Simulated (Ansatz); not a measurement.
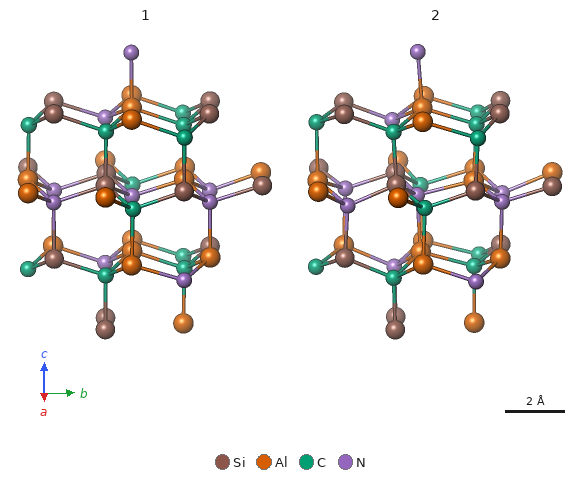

Two geometries of crystalline Si21Al27C21N27 (a generated structure, set up in P1), drawn at one scale. One is the start of a relaxation, the other its converged end. The picture is a ball-and-stick view of the atoms within 5.0 Å of the atom that moves most (axes of the cell of the calculation (origin shifted)), seen from a free direction.

These are results of DFT, PBEsol, PAW, plane waves (Ansatz), not measurements. (plane-wave cutoff 420 eV; k-point mesh 1 × 1 × 1; mesh shifted by (0.25, 0.25, 0.25); no spin polarisation; cell relaxed at fixed alpha, beta, gamma; force threshold 0.03 eV/Å; at most 80 steps)

Which geometry has the lower energy?

Structure 2 is the relaxed one. An N atom moves most relative to the cell: 0.20 Å roughly along [−1 −3 1]. Largest moves by element: N 0.20 Å, C 0.18 Å, Al 0.13 Å, Si 0.10 Å. The drawn cell changes as follows: a 9.292 → 9.308 Å (+0.2 %), b 10.729 → 10.778 Å (+0.5 %), c 10.023 → 10.019 Å (0.0 %); the volume changes by +0.6 %. Some distances before and after: N–Si 1.916 → 1.759 Å, N–Si 1.939 → 1.787 Å, N–Si 1.966 → 1.822 Å, Al–N 1.862 → 2.005 Å. Among the angles between lasting bonds that change: Si–N–Si 108.0° → 116.7°, Al–N–Al 110.8° → 102.4°, N–Si–N 111.5° → 103.5°. The space group stays P1 (No. 1). After 6 geometry steps the energy has fallen by 9.233 eV per cell of the calculation. The largest force component goes from 3.8 to 0.0023 eV/Å. The pressure goes from 1.63 to 0.00 GPa. The run took 90 s on 7 threads of Arm Neoverse-V2, peak memory 2 GiB.
